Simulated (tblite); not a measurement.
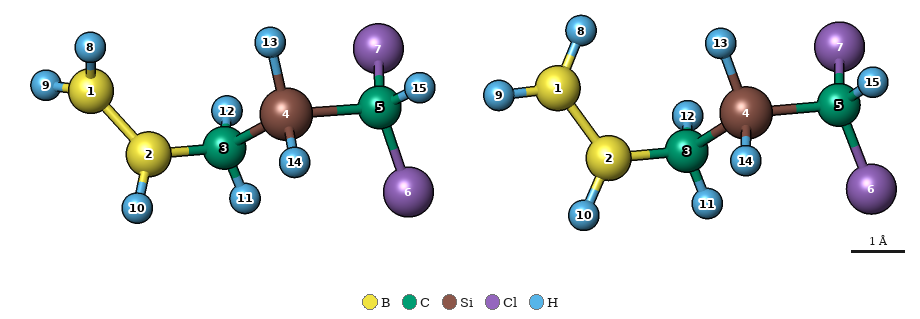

Two geometries of C$_{2}$H$_{8}$B$_{2}$Cl$_{2}$Si, drawn at one scale. One is the start of a relaxation, the other its converged end. The picture is a ball-and-stick view, seen at a tilt.

All numbers below come from tblite, GFN2-xTB geometry optimisation, gas phase. 

Question: Which of the two is the end point?

Answer: The left one is the relaxed one. The atom that moves furthest after the best rigid fit is H9 (1.33 Å). By element the largest moves are H 1.33 Å, B 0.21 Å, Cl 0.15 Å, C 0.09 Å, Si 0.06 Å. Among the contacts that change: Si4–C5 1.878 → 1.934 Å, B1–B2 1.657 → 1.623 Å, C5–H15 1.116 → 1.088 Å, C3–H11 1.107 → 1.091 Å. Among the angles between lasting bonds that change: H8–B1–H9 120.1° → 114.4°, Si4–C5–H15 108.6° → 114.1°, C3–Si4–H14 108.9° → 114.1°. Groups turn about B1–B2 by about 85°, B2–C3 by about 25°. Over 89 geometry steps the energy falls by 54.4 kJ/mol.
